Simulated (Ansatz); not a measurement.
Input file:

```
crystal:
  periodic: [false, false, false]
  atoms:
    - {symbol: B, position_ang: [0.944204, 1.032073, -0.140274]}
    - {symbol: O, position_ang: [-1.211418, -1.446477, 0.191607]}
    - {symbol: Si, position_ang: [-1.589597, 0.049952, 0.058113]}
    - {symbol: F, position_ang: [2.100029, 1.581150, -0.240933]}
    - {symbol: H, position_ang: [0.347884, 0.669930, -1.145878]}
    - {symbol: H, position_ang: [0.431916, 0.879122, 0.960685]}
    - {symbol: H, position_ang: [-0.900198, -2.352276, 0.269147]}
basis:
  gaussian: {orbitals: def2-TZVPP}
total_charge: 1
hamiltonian: {xc: pbe0, dispersion: d4}
output: {orbitals: {seedname: orbitals}}
```

Run with:

```sh
ansatz run in.yaml --threads 2 --pin off --events-out ev --progress --plain --max-ram 4352MiB
```

Geometry: PBE0-D4/def2-TZVP; at this geometry the atoms fall into two loosely joined parts.

Theory: RKS PBE0-D4/def2-TZVPP in Ansatz.

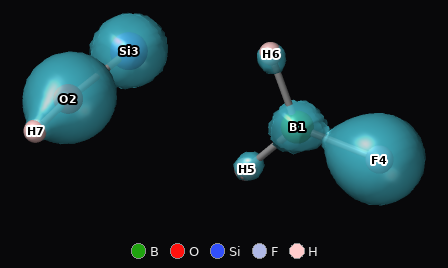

BFH3OSi (charge +1). Isosurface of the total electron density at 1.5 e/Å³ (cyan), seen at an oblique angle.

What does this surface tell about the bonding?

Answer. At this value the surface falls into five separate pieces. It bridges the sampled B–F (1.28 Å) and O–H (0.96 Å) contacts, where the density stays above the isovalue. It is pinched off along the sampled Si–O (1.55 Å) and B–H (1.22 Å) contacts. On the grid the lowest density along these lines, outside the cores, is 1.8 e/Å³ (B–F, 1.28 Å), 1.1 e/Å³ (Si–O, 1.55 Å), 2.3 e/Å³ (O–H, 0.96 Å) and 1.2 e/Å³ (B–H, 1.22 Å).
